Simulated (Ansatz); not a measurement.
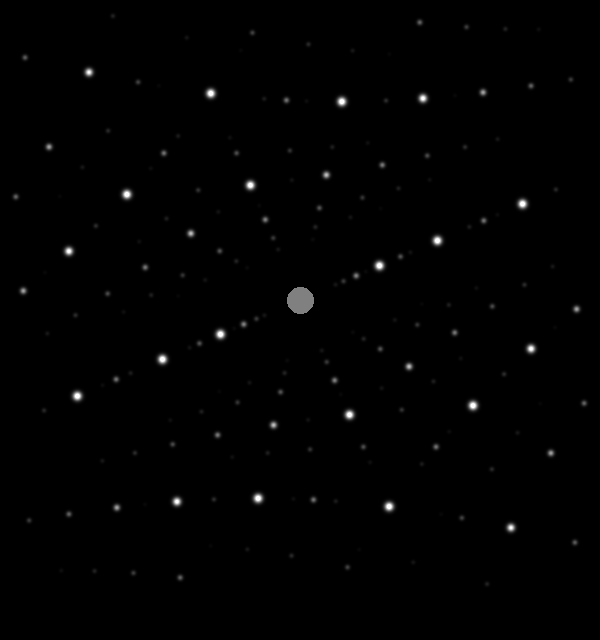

Simulated back-reflection Laue pattern (white X-rays, 0.45 to 2.2 Å, flat plate covering ±45° about the beam, kinematic intensities, seen from the source).

Which symmetry elements lie along the beam?

Answer. 2mm: a twofold axis with two mirror lines.

The crystal is Al, space group Fm-3m (No. 225), a = 4.05 Å. Structure: the input geometry of an electronic-structure calculation (not necessarily at equilibrium).

Which direction points towards the source?

Answer. [110] or one equivalent to it by a rotation of the Laue group. In Laue class m-3m no other family of directions with a member of indices 0 and ±1 has this symmetry.
